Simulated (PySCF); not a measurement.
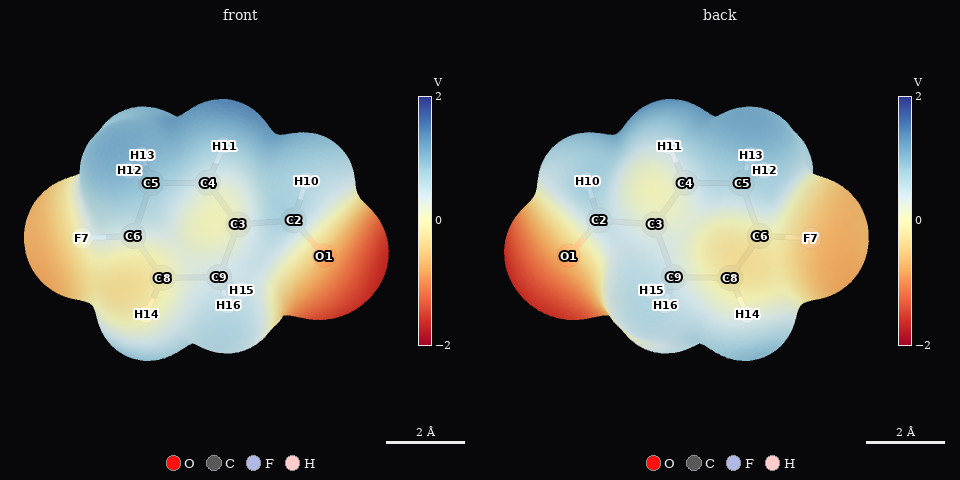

Figure. C$_{7}$H$_{7}$FO (SMILES O=CC1=CCC(F)=CC1). The molecular electrostatic potential painted on the density surface at 0.002 e/bohr³, seen from the front and from behind; red is negative and blue positive.

Geometry: GFN2-xTB.

Theory: PBE0/pcSseg-1, SCF density, gas phase, non-relativistic (PySCF).

```xyz
16

O     3.1286   -0.6307   -0.7078
C     2.0654   -1.1741   -0.5455
C     0.8111   -0.4873   -0.2211
C    -0.3159   -1.1846   -0.0558
C    -1.6337   -0.5766    0.2766
C    -1.5253    0.9073    0.4103
F    -2.7013    1.5058    0.7253
C    -0.4300    1.6253    0.2534
C     0.8854    1.0062   -0.0885
H     1.9650   -2.2744   -0.6332
H    -0.3039   -2.2617   -0.1622
H    -2.3688   -0.8255   -0.4993
H    -2.0203   -1.0040    1.2104
H    -0.4596    2.6973    0.3730
H     1.6277    1.2577    0.6774
H     1.2681    1.4282   -1.0245
```

Q: Describe the electrostatic potential map.

A: The most negative region (about −1.6 V) lies over O1, the most positive (about +1.4 V) over H11. O1 is the likeliest acceptor of a hydrogen bond.
